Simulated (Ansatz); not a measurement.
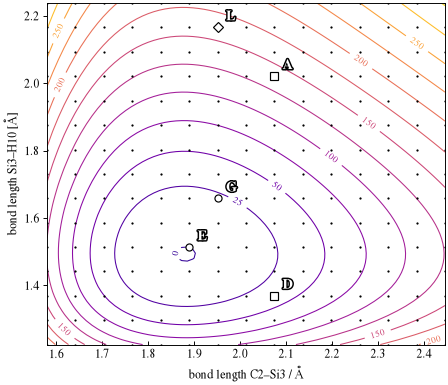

C2H7Si, SMILES CC[SiH2], spin multiplicity 2. 
- Coordinates scanned: (1) bond length C2–Si3; (2) bond length Si3–H10.
- Nothing is relaxed (all other coordinates rigid).
- Grid: 15 × 15 points.
- Points are written as (first, second).
- All energies are given in kJ/mol relative to the lowest grid point.
- All numbers below come from Ansatz, UKS PBE0-D4/def2-TZVP.

In the figure: contour lines labelled in kJ/mol, dots at the grid points, lettered points. Between grid points the surface is interpolated.

### Is A the lowest point of the computed grid?

No. A lies 139 kJ/mol above the lowest grid point, which is at (1.890 Å, 1.513 Å).

### What kind of point is each of A, D, E, G, L: minimum, saddle, maximum or slope?

A: on a slope; D: on a slope; E: minimum; G: on a slope; L: on a slope. (In these two coordinates alone; a stationary point may lie a little off the grid point.)

### Rank the lettered points by energy, lowest first.

E (0 kJ/mol), G (21 kJ/mol), D (38 kJ/mol), A (139 kJ/mol), L (162 kJ/mol).
